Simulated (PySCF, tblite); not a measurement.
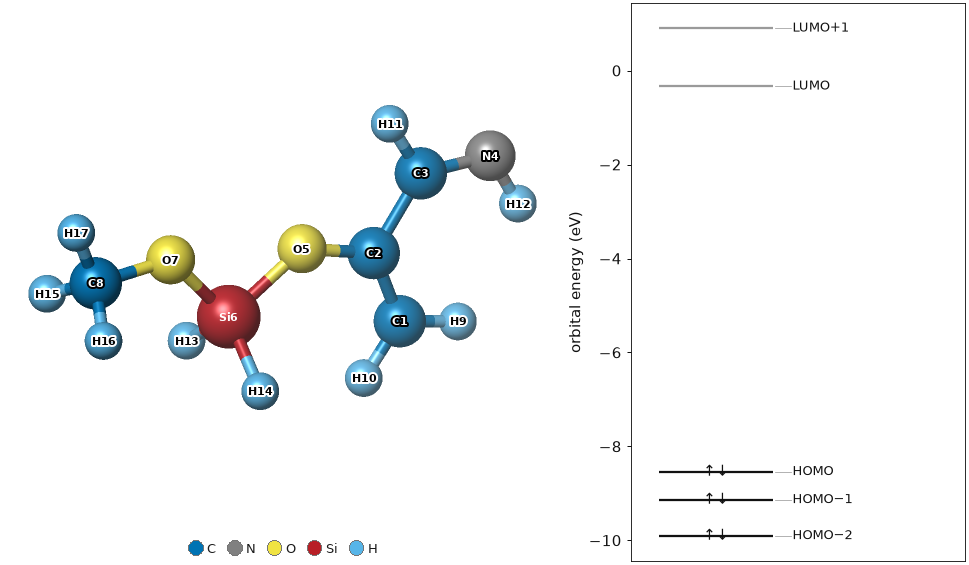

C₄H₉NO₂Si. Kohn-Sham orbital energies near the frontier, CAM-B3LYP/def2-SVPD with PySCF, at a GFN2-xTB geometry (a minimum by its frequencies), isolated molecule; empty levels in grey, levels within 0.03 eV side by side.

Q: Where do the frontier orbitals lie?

A: HOMO at −8.54 eV, LUMO at −0.33 eV, 8.21 eV apart.

Q: List the levels with the atoms that carry most of them (a dash for levels above zero or within 0.03 eV of another, where shares mean little).

A:
| orbital | energy (eV) | Löwdin shares |
| --- | --- | --- |
| LUMO+1 | 0.90 | – |
| LUMO | −0.33 | N4 24 %, C3 22 %, C1 18 % |
| HOMO | −8.54 | C1 35 %, C2 23 %, O5 17 % |
| HOMO−1 | −9.14 | N4 60 %, C3 15 %, H12 8 % |
| HOMO−2 | −9.90 | O7 49 %, Si6 14 %, C8 11 % |

Known limits of this run: the tight-binding geometry is rougher than a DFT one and adds to the error; one conformer of a flexible molecule; empty levels above zero depend strongly on the basis.
